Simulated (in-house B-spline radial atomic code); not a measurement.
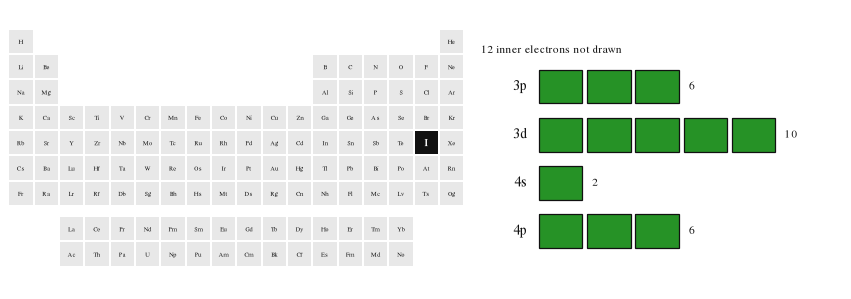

Left, the place of iodine in the periodic table; right, the outer shells as the input fills them: a box for each of the 2l + 1 orbitals, shaded by the share of the shell that is filled, with the electron count at the right.

## Run report: I¹⁷⁺, RPA and GW calculation

System: I¹⁷⁺, configuration [Ar] 3d10 4s2 4p6.
Method: RPA, second-order and SOSEX correlation energies and G0W0 (contour deformation) on a non-relativistic mean field, all electrons, B-spline basis (in-house B-spline radial atomic code).

Summary:

- outcome: converged
- mean-field total energy: −6808.16601 hartree
- total energy with exact exchange alone: −6808.16601 hartree
- exact exchange energy: −160.51614 hartree
- RPA correlation, extrapolated in the angular momentum of the empty orbitals: −2.91360 hartree
- RPA correlation, as summed: −2.87474 hartree
- direct second-order term: −3.20452 hartree
- second-order exchange term: 0.91315 hartree
- SOSEX term: 0.86208 hartree
- hardware: 1 thread of Intel Xeon (Granite Rapids), 16 GiB of memory available, shared host
- wall time: 1.8 s

Notes:

Relativity is left out, which matters for an atom this heavy. Caveats: relativity is absent.

Input file:
```
Z = 53
electrons = 36.0
configuration = [Ar] 3d10 4s2 4p6
hamiltonian = nr
method = slater
lmax = 9
spin_polarised = False
box_radius = 4.58
intervals = 68
```

The run was one of a batch that the task file lists, launched with:
```bash
python <driver script> task.json out
```

The program writes its results to a structured record and prints no log; tables and figures of this report are taken from that record.

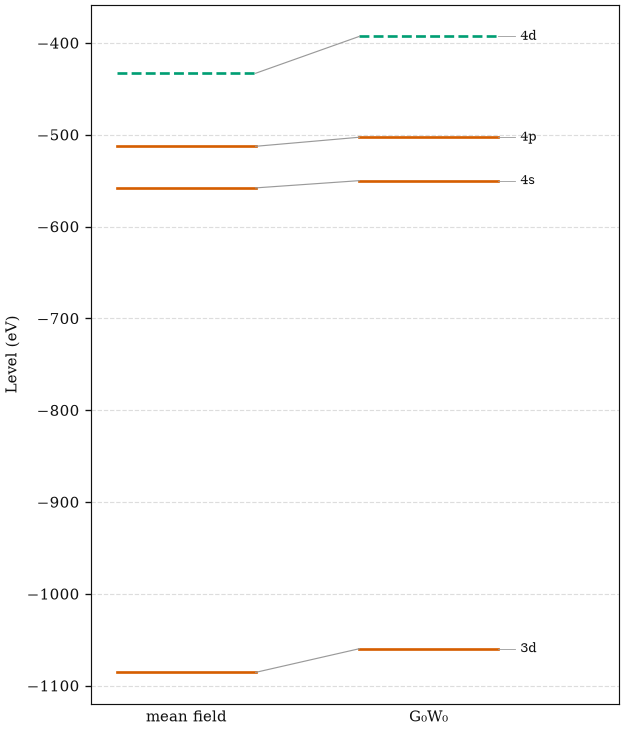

Mean-field and G₀W₀ levels (solid occupied, dashed empty) for I¹⁷⁺ ([Ar] 3d¹⁰ 4s² 4p⁶). All-electron spherical atom, non-relativistic, Slater potential start, no spin-orbit coupling, Breit or QED terms; computed with a B-spline radial code. The quasi-particle equation is solved at full frequency; levels of low quasi-particle weight Z are left out. Σ columns are in eV, and Σc holds an estimate for the angular momenta beyond the basis. G₀W₀ moves the highest occupied level, 4p, from −512.6 to −502.8 eV (renormalisation factor Z = 0.97). The empty level 4d goes from −433.1 to −392.9 eV.

| Level | Mean field (eV) | Σx − vxc (eV) | Σc (eV) | Z | G₀W₀ (eV) |
| --- | --- | --- | --- | --- | --- |
| 4d | −433.1 | 44.2 | −4.0 | 0.97 | −392.9 |
| 4p | −512.6 | 11.7 | −1.8 | 0.97 | −502.8 |
| 4s | −557.9 | 2.0 | 5.9 | 0.90 | −550.0 |
| 3d | −1085.5 | 20.5 | 5.2 | 0.97 | −1059.8 |
